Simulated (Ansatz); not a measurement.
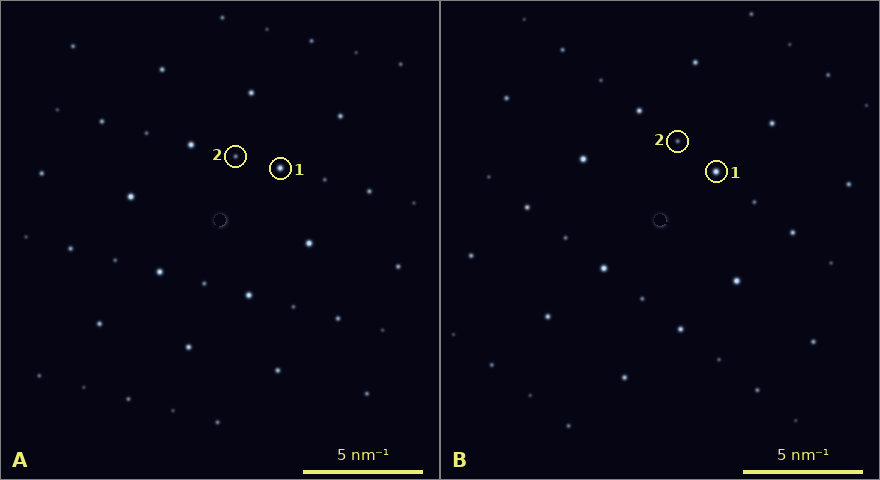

Kinematic electron diffraction patterns (120 kV, B = 0.5 Å², same scale) along [1-10] of the run's own cell, for the start and the end of one relaxation of RbNaP3 with DFT PBE, scalar-relativistic, plane waves, PAW (Ansatz). k mesh 6×6×6. The start is a generated model structure, and the relaxation ends in the nearest stationary point of its symmetry, not necessarily the ground state. Spot 1 is -1 -1 1 and spot 2 is -1 -1 0 in both.

Start structure:

```
CELL_PARAMETERS angstrom
3.64421 2.10399 2.93143
-3.64421 2.10399 2.93143
0.00000 -4.20798 2.93143
ATOMIC_POSITIONS crystal
Rb 0.50000 0.50000 0.50000
Na 0.00000 0.00000 0.00000
P 0.00000 0.50000 0.00000
P 0.50000 0.00000 0.00000
P 0.00000 0.00000 0.50000
```

**Which pattern belongs to the start structure, and which to the relaxed one?**

A is the start: its cell gives d(1) = 2.970 Å, d(2) = 3.608 Å and an angle of 35.4°. B is the relaxed structure, with d(1) = 3.192 Å (+7.4 %), d(2) = 2.926 Å (-18.9 %) and 36.6°.

**Name reflections whose intensity changes strongly on relaxation.**

1 1 1 goes from 77 to 46 % of the strongest spot.

**What did the relaxation do to the structure and the energy?**

The volume changed by -1.1 % to 26.69 Å³ an atom; the fractional coordinates hardly changed; the space group stayed R-3m (No. 166); the free energy fell by 100 meV an atom. Relaxed cell: a = 5.356 Å, b = 5.356 Å, c = 5.356 Å, α = 105.30°, β = 105.30°, γ = 105.30°.
